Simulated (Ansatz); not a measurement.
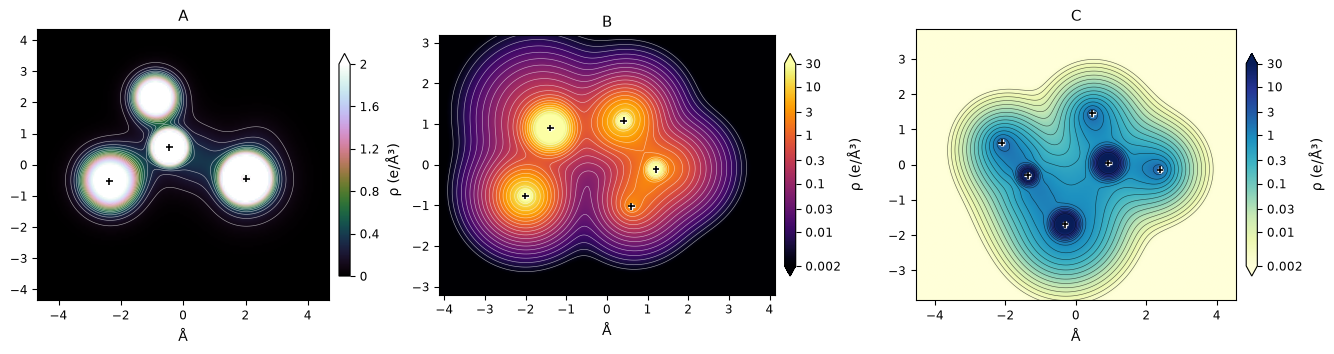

The total electron density of 3 systems, each on a plane through atoms (crosses mark nuclei in the plane).

Theory: Ansatz, isolated molecule in a Gaussian basis; Kohn-Sham density functional theory, functional PBE0.

System 1: AlClFH2Sn (SMILES [F][Al]([Cl])[SnH2-]) (charge −1), the plane of atoms Cl2, Al1 and Sn4. Geometry: r2SCAN-D4/def2-SVPD; core potentials replace the inner electrons of Sn.

```xyz
6

Al    0.3035    0.6549    0.2014
Cl    0.9001    2.2389   -1.2230
F     1.0079    1.1519    1.6839
Sn   -1.4832   -1.2847   -0.1561
H    -0.6632   -1.6925   -1.6889
H    -0.4174   -2.3573    0.7982
```

System 2: BH3PSi (charge +1), the molecular plane. Geometry: PBE0-D4/def2-TZVP.

| atom | x (Å) | y (Å) | z (Å) |
| --- | --- | --- | --- |
| B | -2.2371 | 1.2456 | 0.4219 |
| P | -3.2067 | -0.2078 | 0.3537 |
| Si | -1.6877 | -0.5093 | 1.8223 |
| H | -1.6057 | 2.2402 | 0.4409 |
| H | -0.6346 | 0.4549 | 2.2207 |
| H | -1.6631 | -1.8055 | 2.5282 |

System 3: CH3FGaO (SMILES C[O][Ga][F]) (doublet), the plane of atoms F2, Ga3 and O4. Geometry: B3LYP/6-31G*.

```
atom   x (Å)    y (Å)    z (Å)
   C  1.4900  -0.1554  -1.8271
   F  3.6234  -2.0608  -3.4353
  Ga  2.1939  -2.7417  -2.6218
   O  1.1166  -1.5359  -1.7770
   H  2.4164   0.0173  -2.3886
   H  0.6831   0.4162  -2.3024
   H  1.6292   0.2145  -0.8036
```

Question: Match each panel to its system.

Answer: Panel A is system 1, AlClFH2Sn: the plane holds Al, Cl and Sn. Al–Cl (2.21 Å): ρ at the midpoint is about 0.6 e/Å³. Panel B is system 3, CH3FGaO: the plane holds C, F, Ga, O and H. C–O (1.43 Å): ρ is about 1.9 e/Å³ halfway, with its minimum of 1.7 e/Å³ about 0.5 Å from C. Panel C is system 2, BH3PSi: the plane holds B, P, Si and H. B–P (1.75 Å): the density is about 1.2 e/Å³ at the midpoint.
